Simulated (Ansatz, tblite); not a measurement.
# Sn(vinyl)3(NMe2) (C8H15NSn): charged states by level of theory

Aim: the energy of removing an electron for Sn(vinyl)3(NMe2) (C8H15NSn), by energy differences, and how well orbital energies stand in for it.

Method: as each input shows; program: Ansatz 0.2.0, Gaussian basis.

The runs, in order: charge +1 doublet, at the geometry of the singlet (PBE0-D4/def2-TZVP, PBE-D4/def2-TZVP, CAM-B3LYP-D4/def2-TZVP); the starting singlet's energies come from earlier runs.

5 further runs of the same task are left out: 5 set aside as unsound or not needed.

## 1. The structure

The geometry is that of the singlet, from an earlier relaxation (PBE-D4/def2-SVP).

25 atoms, charge 0, spin multiplicity 1.

Atoms are counted from 1 here; the program's logs count them from 0.

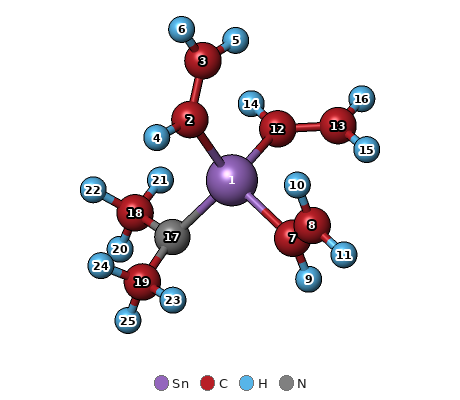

The structure; tin purple, carbon red, hydrogen blue, nitrogen grey; atoms are numbered from 1 in the order of the file.

Sn takes a core potential in the def2 sets. No spin-orbit coupling is included.

## 2. Charge +1 doublet at the fixed geometry, PBE0-D4/def2-TZVP

in.yaml

```yaml
crystal:
  periodic: [false, false, false]
  atoms:
    - {symbol: Sn, position_ang: [0.086552, 0.199833, -0.000905]}
    - {symbol: C, position_ang: [0.019476, 0.120889, 2.164312]}
    - {symbol: C, position_ang: [-0.462339, 1.141492, 2.898454]}
    - {symbol: H, position_ang: [0.391156, -0.784898, 2.677816]}
    - {symbol: H, position_ang: [-0.845622, 2.068208, 2.434145]}
    - {symbol: H, position_ang: [-0.499551, 1.106951, 4.003444]}
    - {symbol: C, position_ang: [2.136392, 0.371958, -0.636673]}
    - {symbol: C, position_ang: [3.116865, 0.749064, 0.205103]}
    - {symbol: H, position_ang: [2.378208, 0.157686, -1.693784]}
    - {symbol: H, position_ang: [2.921909, 0.972119, 1.269654]}
    - {symbol: H, position_ang: [4.167113, 0.853081, -0.124751]}
    - {symbol: C, position_ang: [-1.093621, 1.868148, -0.683027]}
    - {symbol: C, position_ang: [-0.521317, 2.977000, -1.188995]}
    - {symbol: H, position_ang: [-2.195420, 1.822188, -0.599069]}
    - {symbol: H, position_ang: [0.574518, 3.079421, -1.292085]}
    - {symbol: H, position_ang: [-1.119769, 3.842724, -1.527969]}
    - {symbol: N, position_ang: [-0.642568, -1.505874, -0.934298]}
    - {symbol: C, position_ang: [-2.073512, -1.718536, -0.972864]}
    - {symbol: C, position_ang: [0.114759, -2.728535, -0.770654]}
    - {symbol: H, position_ang: [-2.343975, -2.396707, -1.818626]}
    - {symbol: H, position_ang: [-2.611837, -0.762899, -1.144538]}
    - {symbol: H, position_ang: [-2.501749, -2.185368, -0.045450]}
    - {symbol: H, position_ang: [1.205966, -2.520675, -0.775142]}
    - {symbol: H, position_ang: [-0.114225, -3.296154, 0.171514]}
    - {symbol: H, position_ang: [-0.087398, -3.431157, -1.615613]}
basis:
  gaussian: {orbitals: def2-TZVP, fitting: {mean_field: def2-universal-jkfit}}
total_charge: 1
magnetization: {spin_polarized: true, initial_magnetization: 1}
hamiltonian: {xc: pbe0, dispersion: d4}
scf: {omitted_lower_state_checks: [starts]}
output: {orbitals: {seedname: orbitals}}
```

Command:

```sh
ansatz run in.yaml --threads 2 --pin off --events-out ev --progress --plain --max-ram 22528MiB --backend cuda --devices 0, --max-vram 18GiB
```

Standard output:

```text
Functional definition: PBE0
  name "PBE0"
  cite "Adamo & Barone, J. Chem. Phys. 110, 6158 (1999) doi:10.1063/1.478522"
  cite "Perdew, Burke & Ernzerhof, Phys. Rev. Lett. 77, 3865 (1996) doi:10.1103/PhysRevLett.77.3865"
  parent pbe
  parameter a = 0.25
  parameter kappa = 0.804
  parameter beta = 0.06672455060314922
  exchange = (1 - a)*pbe_x(kappa = kappa, mu = beta*pi^2/3) + a*exact_x
  correlation = pbe_c(beta = beta)
these checks for a lower state are left out or cut short: starts
1165 factors; integrals over basis functions are off by at most 4.3e-1 eV
mean field evaluation 1: about -15818.2516 eV, gradient 7.3e1 eV
mean field evaluation 2: about -15809.7592 eV, gradient 8.2e1 eV
mean field evaluation 4: about -15843.2696 eV, gradient 3.8e0 eV
mean field evaluation 8: about -15843.3336 eV, gradient 2.3e-1 eV
mean field evaluation 16: about -15843.3341 eV, gradient 9.2e-4 eV
mean field -15843.33410038 eV, -582.2317891913 hartree, gradient 4.4e-5 eV, S^2 0.757281; 0 other end points of the search recorded, 0 dependent functions left out
reference -15843.33414622 eV, -582.2317908761 hartree; 46, 45 occupied and 373, 374 virtual orbitals, 1165 factors
Total energy: -15843.89797807 eV, -582.2525113143 hartree
Checks for a lower state left out: starts
```

Run time: 4.7 s. Hardware: 1 × H100 (card shared with other runs) with 2 threads of AMD EPYC 7R13, shared host; peak host memory 0.96 GiB.

Report: HOMO -11.29 eV, LUMO -8.88 eV (over both spins); ⟨S²⟩ 0.757 (pure: 0.75).

## 3. Charge +1 doublet at the fixed geometry, PBE-D4/def2-TZVP

start.molden holds the orbitals of an earlier run on this state, given as this run's starting guess.

in.yaml, as its differences from that of step 2:

```diff
@@ -29,6 +29,6 @@
 basis:
-  gaussian: {orbitals: def2-TZVP, fitting: {mean_field: def2-universal-jkfit}}
+  gaussian: {orbitals: def2-TZVP, fitting: {mean_field: def2-universal-jkfit}, initial_orbitals: start.molden}
 total_charge: 1
 magnetization: {spin_polarized: true, initial_magnetization: 1}
-hamiltonian: {xc: pbe0, dispersion: d4}
+hamiltonian: {xc: pbe, dispersion: d4}
 scf: {omitted_lower_state_checks: [starts]}
```

The command is unchanged.

Standard output:

```text
Functional definition: PBE
  name "PBE"
  cite "Perdew, Burke & Ernzerhof, Phys. Rev. Lett. 77, 3865 (1996) doi:10.1103/PhysRevLett.77.3865"
  parent pbe
  parameter kappa = 0.804
  parameter beta = 0.06672455060314922
  exchange = pbe_x(kappa = kappa, mu = beta*pi^2/3)
  correlation = pbe_c(beta = beta)
these checks for a lower state are left out or cut short: starts
1165 factors; integrals over basis functions are off by at most 4.3e-1 eV
mean field evaluation 1: about -15841.7720 eV, gradient 8.9e0 eV
mean field evaluation 2: about -15842.0402 eV, gradient 4.3e-1 eV
mean field evaluation 4: about -15842.0451 eV, gradient 1.4e-1 eV
mean field evaluation 8: about -15842.0453 eV, gradient 2.1e-5 eV
mean field -15842.04526809 eV, -582.1844254785 hartree, gradient 2.1e-5 eV, S^2 0.754046; 0 other end points of the search recorded, 0 dependent functions left out
reference -15842.04532956 eV, -582.1844277375 hartree; 46, 45 occupied and 373, 374 virtual orbitals, 1165 factors
Total energy: -15842.69232282 eV, -582.2082043010 hartree
Checks for a lower state left out: starts
```

It took 4.3 s on 1 × H100 (card shared with other runs) with 2 threads of AMD EPYC 7R13, shared host; peak host memory 0.92 GiB.

HOMO -10.28 eV, LUMO -9.79 eV (over both spins); ⟨S²⟩ 0.754 (pure: 0.75).

## 4. Charge +1 doublet at the fixed geometry, CAM-B3LYP-D4/def2-TZVP

in.yaml, as its differences from that of step 3:

```diff
@@ -32,3 +32,3 @@
 magnetization: {spin_polarized: true, initial_magnetization: 1}
-hamiltonian: {xc: pbe, dispersion: d4}
+hamiltonian: {xc: {name: CAM-B3LYP}, dispersion: d4}
 scf: {omitted_lower_state_checks: [starts]}
```

The command is unchanged.

Standard output (excerpt; [...] marks lines left out):

```text
Functional definition: CAM-B3LYP
  name "CAM-B3LYP"
  cite "Yanai, Tew & Handy, Chem. Phys. Lett. 393, 51 (2004) doi:10.1016/j.cplett.2004.06.011"
  cite "Iikura, Tsuneda, Yanai & Hirao, J. Chem. Phys. 115, 3540 (2001) doi:10.1063/1.1383587"
  cite "Becke, Phys. Rev. A 38, 3098 (1988) doi:10.1103/PhysRevA.38.3098"
  cite "Lee, Yang & Parr, Phys. Rev. B 37, 785 (1988) doi:10.1103/PhysRevB.37.785"
  cite "Vosko, Wilk & Nusair, Can. J. Phys. 58, 1200 (1980) doi:10.1139/p80-159"
[...]
  # Exact exchange under (alpha + beta erf(omega r))/r, Becke's under what is left of 1/r.
[...]
1165 factors; integrals over basis functions are off by at most 4.3e-1 eV
1165 factors; integrals over basis functions are off by at most 4.5e-7 eV
[...]
mean field -15849.26439797 eV, -582.4497236083 hartree, gradient 2.3e-5 eV, S^2 0.756867; 0 other end points of the search recorded, 0 dependent functions left out
reference -15849.26459000 eV, -582.4497306651 hartree; 46, 45 occupied and 373, 374 virtual orbitals, 1165 factors
Total energy: -15849.84696125 eV, -582.4711324138 hartree
Checks for a lower state left out: starts
```

It took 7.5 s on 1 × H100 (card shared with other runs) with 2 threads of AMD EPYC 7R13, shared host; peak host memory 0.93 GiB.

From the report: HOMO -12.57 eV, LUMO -7.85 eV (over both spins); ⟨S²⟩ 0.757 (pure: 0.75).

## 5. Vertical ionisation energy

Charged state less starting state, singlet to doublet; the starting state's energies are those of its earlier runs.

```csv
level,vertical ionisation energy (eV),time
PBE-D4/def2-TZVP,+7.27,6.2 s
PBE0-D4/def2-TZVP,+7.39,7.3 s
CAM-B3LYP-D4/def2-TZVP,+7.53,9.5 s
```

Times add the two runs; a level without a time comes out of a correlated run.

Beside −ε(HOMO) of the starting state:

```csv
level,−ε(HOMO) (eV),by difference (eV),mismatch (eV)
PBE-D4/def2-TZVP,4.51,7.27,-2.76
PBE0-D4/def2-TZVP,5.78,7.39,-1.61
CAM-B3LYP-D4/def2-TZVP,7.14,7.53,-0.38
```

## 6. What came out

| quantity | value |
| --- | --- |
| vertical ionisation energy, functionals in def2-TZVP | 7.27 (PBE-D4) to 7.53 eV (CAM-B3LYP-D4) |

What this shows: The vertical ionisation energy spans 7.27 to 7.53 eV over the functionals. −ε(HOMO) misses the level's own difference by -0.38 eV at best (CAM-B3LYP-D4) and -2.76 eV at worst (PBE-D4).
